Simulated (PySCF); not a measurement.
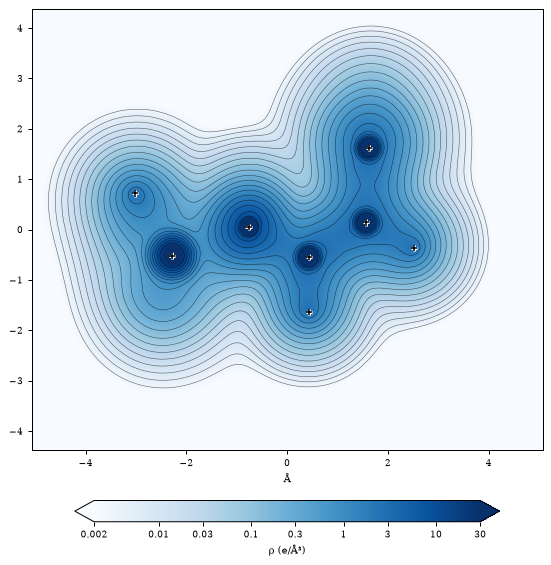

The total electron density on a plane through atoms (crosses mark nuclei in the plane).

These are results of PySCF, PBE0/pcSseg-1, SCF density, gas phase, non-relativistic, not measurements.

Candidates:
A. C4H12BNSi (SMILES C=CN(C)BC[SiH3])
B. C3H10Si2 (SMILES C1C[SiH2]C[SiH2]1)
C. C3H6O2Si (SMILES O=C/C=C\O[SiH3])

Which system is this?

Answer. Candidate C: C3H6O2Si on the plane of atoms O5, C4 and H9, which holds C, O, Si and H. C–C (1.33 Å): ρ is about 2.3 e/Å³ halfway. Si–O (1.63 Å): the density is about 1.1 e/Å³ at the midpoint.
